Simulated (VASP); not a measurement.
Band structure of DyScO3 (relaxed from the ilmenite structure, space group R-3). Method: PBEsol GGA, VASP's PBE PAW potentials (set 64) (plane waves; VASP).

The 4f electrons are frozen in the core of the lanthanide potential, so 4f levels, which can set the real gap, and their magnetism are missing.

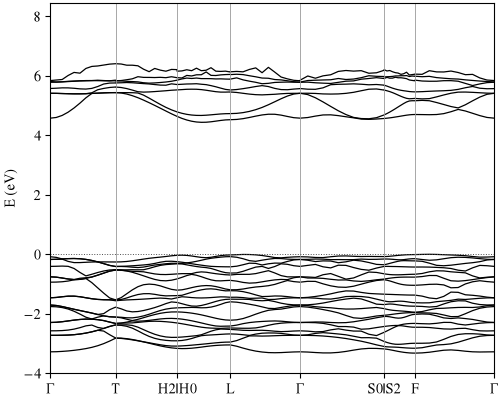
Figure: Bands along high-symmetry lines, zero at the valence-band maximum or, without a gap, the Fermi level

Question: Read the plot: is there a gap, and where are the band edges?

Answer: The gap is indirect, 4.44 eV, from the valence maximum at F-Γ at 0.18 to the conduction minimum at H0-L at 0.45. (Edges off the drawn lines would not show.)

The structure was generated: DyScO3 was put into the ilmenite type (R-3), which need not be its known phase. It was relaxed first.
